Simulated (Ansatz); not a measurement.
Partial pair distribution functions of a relaxed model of amorphous Si$_{24}$O$_{50}$Ti, broadened by 0.06 Å; density 2.24 g/cm³. Level of theory: PBE, scalar-relativistic without spin-orbit coupling (plane waves to 420 eV, PAW; Ansatz, an electronic-structure program).

Preparation: random packing, a CHGNet melt and quench, and a DFT relaxation. O atoms were pushed apart under 1.9 Å during the dynamics, to hinder bonds among them. The hot cell started wider than the set density and was brought back towards it in steps. It is the lowest in DFT energy of 2 quenches. It is a model cell: composition and starting density were chosen by hand, and all elements were melted together. No dispersion term was used. Its density started from a set value of 2.24 and ended at 2.24 g/cm³. The simulated quench (nominally 400 K/ps over its main leg) is rapid and tends to freeze in more defects than a deposited or slowly cooled glass has. One small periodic cell is one sample of the glass; other quenches scatter about these values. The volume was held where the preparation left it and the shape relaxed, at a PBE pressure of 0.3 GPa.

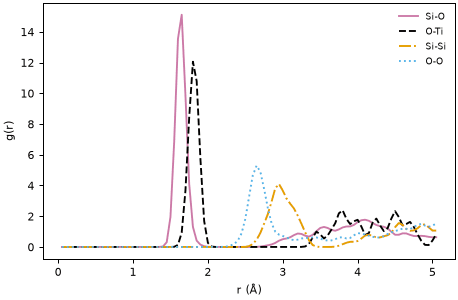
Fig. 1. Partial pair distribution functions

Highest peaks under 4.5 Å: Si-O near 1.65 Å, O-Ti near 1.80 Å, Si-Si near 2.95 Å, O-O near 2.65 Å; pairs of few atoms are noisy.

Within 1.98 Å each Si has 4.04 O neighbours on average.
